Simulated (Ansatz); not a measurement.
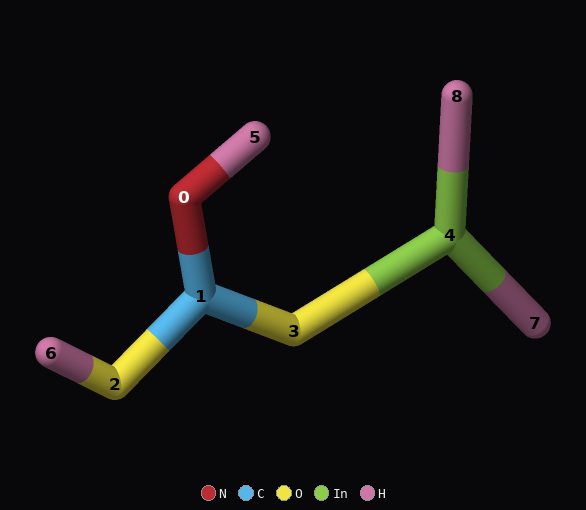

The structure as it stands in the input. Atoms are numbered from 0, in the order of the input.

Input file:

```yaml
crystal:
  periodic: [false, false, false]
  atoms:
    - {symbol: N, position_ang: [0.802624, 1.351224, -0.251414]}
    - {symbol: C, position_ang: [0.838628, 0.108800, -0.529072]}
    - {symbol: O, position_ang: [1.838335, -0.357584, -1.297517]}
    - {symbol: O, position_ang: [0.037535, -0.879529, -0.190553]}
    - {symbol: In, position_ang: [-1.639682, -0.746569, 0.930959]}
    - {symbol: H, position_ang: [0.010749, 1.594662, 0.332339]}
    - {symbol: H, position_ang: [2.379698, 0.413996, -1.503934]}
    - {symbol: H, position_ang: [-2.269646, -2.316229, 1.051357]}
    - {symbol: H, position_ang: [-1.998251, 0.831220, 1.457855]}
basis:
  gaussian: {orbitals: def2-SVP}
hamiltonian: {xc: {name: r2SCAN}, dispersion: d3bj}
md: {timestep: 1 fs, n_steps: 20, ensemble: nvt_langevin, temperature: 700, initial_velocities: maxwell_boltzmann, friction: 0.01, seed: 166}
```

It was started with:

```sh
ansatz run in.yaml --threads 2 --pin off --events-out ev --progress --plain --max-ram 22528MiB --backend cpu
```

Result (its end):

```
mean field -11852.42316106 eV, -435.5685173080 hartree, gradient 1.6e-5 eV, S^2 0.000000; 1 other end points of the search recorded, 0 dependent functions left out
the calculation of the forces begins
reference -11852.42317578 eV, -435.5685178489 hartree; 27, 27 occupied and 75, 75 virtual orbitals, 1164 factors
md step    20: t =    20.00 fs  T =   359.0 K  F+E_penalty+E_count = -11852.47031798 eV  E_kin = 0.417611 eV  (30 SCF iters, 3 dispersion substeps)
Total energy: -11852.47033270 eV, -435.5702508337 hartree
Atom 0 at     0.854160     1.271324    -0.183222 Å, force     0.210083     1.163826     0.564183 eV/Å
Atom 1 at     0.861651     0.056334    -0.542908 Å, force     2.722280     0.317569    -1.104925 eV/Å
Atom 2 at     1.850362    -0.454855    -1.374998 Å, force     1.515122     0.846216    -0.282203 eV/Å
Atom 3 at     0.084728    -0.902816    -0.223829 Å, force    -1.955043    -1.647117     0.773584 eV/Å
Atom 4 at    -1.669629    -0.706931     0.926454 Å, force     1.085551    -1.911529    -0.716829 eV/Å
Atom 5 at     0.158420     1.386317     0.569787 Å, force     0.151980     0.203779    -0.436549 eV/Å
Atom 6 at     2.736584     0.064282    -1.487272 Å, force    -2.906803    -0.581546     0.743063 eV/Å
Atom 7 at    -1.818285    -2.387835     1.098217 Å, force    -0.292799     0.108609     0.169513 eV/Å
Atom 8 at    -2.073552     0.817854     1.145180 Å, force    -0.530371     1.500193     0.290162 eV/Å
Dipole moment:    -0.748833    -0.142146     0.581074 e Å
```

The calculation finished and met its thresholds.
